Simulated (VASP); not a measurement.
Band structure of TiAl (L1_0). Computed with vdW-DF-cx, VASP's PBE PAW potentials (set 64) (plane waves; VASP).

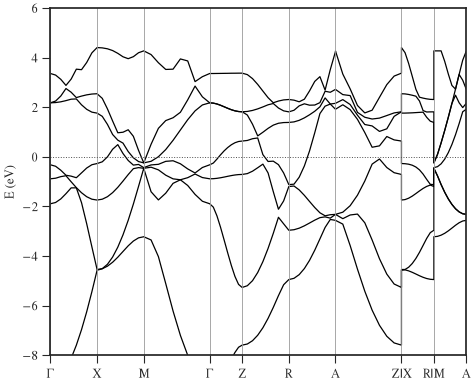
Fig. 1. Bands along high-symmetry lines, zero at the valence-band maximum or, without a gap, the Fermi level

Problem. Read the plot: is there a gap, and where are the band edges?

Solution. It has no gap at this level: it comes out as a metal or semimetal. (Edges off the drawn lines would not show.)

The compound is TiAl in the L1_0 structure. It was relaxed first. The electron count is odd and the run is not spin-polarised, which forces a metal.
